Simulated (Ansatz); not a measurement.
# One shape, several levels: BCl2 (SMILES Cl[B]Cl)

Aim: a comparison of 6 runs (UHF/STO-3G, U-r2SCAN/STO-3G, U-r2SCAN0/STO-3G, U-wB97M-V/STO-3G, UCAM-B3LYP/STO-3G, UCCSDT/STO-3G) of BCl2. 

The results are computed with Ansatz 0.2.0.

38 further runs of the same task are left out: 4 that didn't finish, 34 set aside as unsound or not needed.

## 1. The structure to begin with

The species is BCl2 (3 atoms), meant as a doublet with charge 0. As SMILES, `Cl[B]Cl`. The B2–Cl1 distance was set to 3.439 Å, away from the relaxed value. At this shape a bond of the SMILES string is far longer than usual.

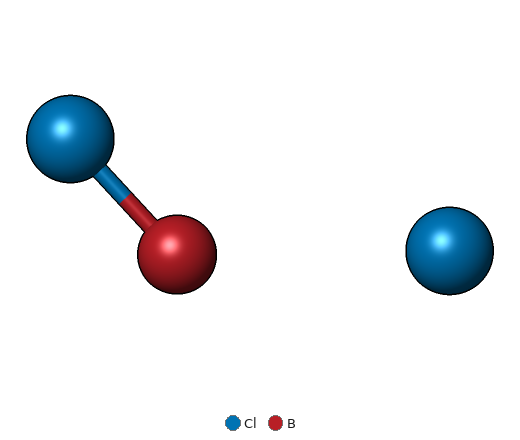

The structure, seen from a chosen angle (chlorine blue, boron red).

## 2. The energy at UHF/STO-3G (run 1)

molecule.yaml reads:

```yaml
basis:
  gaussian: {orbitals: STO-3G}
crystal:
  periodic: [false, false, false]
  atoms:
    - {symbol: Cl, position_ang: [1.206890, -3.000883, 0.316897]}
    - {symbol: B, position_ang: [-0.463900, -0.050300, -0.256900]}
    - {symbol: Cl, position_ang: [0.081500, 1.511100, 0.213700]}
magnetization: {spin_polarized: true, initial_magnetization: 1}
hamiltonian: {xc: hf}
accuracy: high
```

Started as:

```bash
ansatz run molecule.yaml --threads 1 --pin off --max-ram 2610MiB --events-out events.jsonl --progress --plain --runs-dir runs
```

Log:

```text
Warning: RAYON_NUM_THREADS=1 ignored (pool sized by the plan → 1); use --threads N
Functional definition: HF
  name "HF"
  exchange = exact_x
  correlation = 0
371 factors; integrals over basis functions are off by at most 1.8e-8 eV
mean field evaluation 1: about -25391.8132 eV, gradient 1.3e1 eV
mean field evaluation 2: about -25391.8322 eV, gradient 1.3e1 eV
mean field evaluation 4: about -25394.6773 eV, gradient 4.6e0 eV
mean field evaluation 8: about -25396.1517 eV, gradient 3.8e0 eV
mean field evaluation 16: about -25399.0642 eV, gradient 7.8e-3 eV
mean field evaluation 32: about -25399.0432 eV, gradient 5.0e-2 eV
mean field evaluation 64: about -25398.9885 eV, gradient 8.1e-1 eV
mean field evaluation 96: about -25399.0145 eV, gradient 9.6e-1 eV
mean field evaluation 128: about -25397.5488 eV, gradient 3.4e0 eV
mean field evaluation 160: about -25391.8894 eV, gradient 3.3e0 eV
mean field evaluation 192: about -25395.6390 eV, gradient 2.8e-4 eV
mean field -25399.06255752 eV, -933.3983328858 hartree, gradient 7.2e-8 eV, S^2 1.072139; 4 other end points of the search recorded, 0 dependent functions left out
reference -25399.06255752 eV, -933.3983328858 hartree; 20, 19 occupied and 3, 4 virtual orbitals, 371 factors
Total energy: -25399.06255752 eV, -933.3983328858 hartree
```

Run time: 0.5 s. Hardware: 1 thread of Arm Neoverse V1, shared host.

## 3. The energy at U-r2SCAN/STO-3G (run 2)

input.yaml reads:

```yaml
crystal:
  periodic: [false, false, false]
  atoms:
    - {symbol: Cl, position_ang: [1.206890, -3.000883, 0.316897]}
    - {symbol: B, position_ang: [-0.463900, -0.050300, -0.256900]}
    - {symbol: Cl, position_ang: [0.081500, 1.511100, 0.213700]}
basis:
  gaussian:
    orbitals: STO-3G
magnetization:
  spin_polarized: true
  initial_magnetization: 1
hamiltonian:
  xc: {name: r2SCAN}
accuracy: high
```

Started as:

```bash
ansatz run input.yaml --threads 1 --pin off --max-ram 2610MiB --events-out events.jsonl --progress --plain --runs-dir runs
```

Log:

```text
Warning: RAYON_NUM_THREADS=1 ignored (pool sized by the plan → 1); use --threads N
Functional definition: r2SCAN
  name "r2SCAN"
  parameter k0 = 0.174
  parameter k1 = 0.065
  parameter a1 = 4.9479
  exchange = r2scan_x(k0 = k0, k1 = k1, a1 = a1)
  correlation = r2scan_c
371 factors; integrals over basis functions are off by at most 1.8e-8 eV
mean field evaluation 1: about -25428.8667 eV, gradient 1.2e1 eV
mean field evaluation 2: about -25159.7386 eV, gradient 3.6e1 eV
mean field evaluation 4: about -25260.0376 eV, gradient 3.6e1 eV
mean field evaluation 8: about -25429.9290 eV, gradient 4.9e0 eV
mean field evaluation 16: about -25434.9679 eV, gradient 1.3e-6 eV
mean field evaluation 32: about -25434.9442 eV, gradient 5.7e-1 eV
mean field evaluation 64: about -25434.9581 eV, gradient 2.5e-1 eV
mean field -25434.96793312 eV, -934.7178311018 hartree, gradient 3.7e-8 eV, S^2 0.830352; 10 other end points of the search recorded, 0 dependent functions left out
reference -25434.96793369 eV, -934.7178311226 hartree; 20, 19 occupied and 3, 4 virtual orbitals, 371 factors
Total energy: -25434.96793369 eV, -934.7178311226 hartree
```

It took 22 s on 1 thread of Arm Neoverse V1, shared host; peak memory 0.22 GiB.

Runs 3 to 5 aren't shown in full; the table further down has their settings and results.

## 4. A single-point energy at UCCSDT/STO-3G (run 6)

input.yaml: that of step 3 with these lines changed.

```diff
@@ -12,4 +12,7 @@
   initial_magnetization: 1
-hamiltonian:
-  xc: {name: r2SCAN}
+correlation:
+  method: ccsdt
+  frozen_orbitals: {B: 1, Cl: 5}
 accuracy: high
+scf:
+  omitted_lower_state_checks: [cluster_reference, increment]
```

Started as:

```bash
ansatz run input.yaml --threads 1 --pin off --max-ram 2610MiB --events-out events.jsonl --progress --plain --runs-dir runs
```

Log:

```text
Warning: RAYON_NUM_THREADS=1 ignored (pool sized by the plan → 1); use --threads N
[... 19 lines left out ...]
11 core orbitals not correlated: weight in the atoms' cores, before any rotation towards them, 1.000 or more for the frozen orbitals, at most 0.000 for the correlated occupied ones
[... 115 lines left out ...]
Total energy: -25400.71205263 eV, -933.4589507132 hartree
Checks for a lower state left out: cluster_reference, increment
```

Wall time 3.9 s (1 thread of Arm Neoverse V1, shared host); peak memory 0.096 GiB.

## 5. Overview of the runs

| run | level | frozen core orbitals | energy (Eh) | ⟨S²⟩ | wall time |
| --- | --- | --- | --- | --- | --- |
| 1 | UHF/STO-3G | – | -933.398333 | 1.072 | 0.5 s |
| 2 | U-r2SCAN/STO-3G | – | -934.717831 | 0.830 | 22 s |
| 3 | U-r2SCAN0/STO-3G | – | -934.739818 | 0.884 | 9.9 s |
| 4 | U-wB97M-V/STO-3G | – | -934.842250 | 0.753 | 42 s |
| 5 | UCAM-B3LYP/STO-3G | – | -934.696859 | 0.783 | 3.3 s |
| 6 | UCCSDT/STO-3G | 11 | -933.458951 | 1.072 | 3.9 s |

## 6. Results

| quantity | value |
| --- | --- |
| run 6: total energy | -933.45895 Eh |
| run 6: correlation energy (11 core orbitals frozen) | -60.6 mEh |
| run 6: ⟨S²⟩ of the reference determinant | 1.072 |
| run 6: T1 diagnostic | 0.063 |

Totals of different functionals can't be ranked against each other. In runs 1, 2, 3, 4, 5, 6 the basis is minimal, so the values are rough. Spin contamination of the reference: run 1 ⟨S²⟩ = 1.07, run 6 ⟨S²⟩ = 1.07, run 3 ⟨S²⟩ = 0.88. All runs together took 82 s, the longest 42 s.
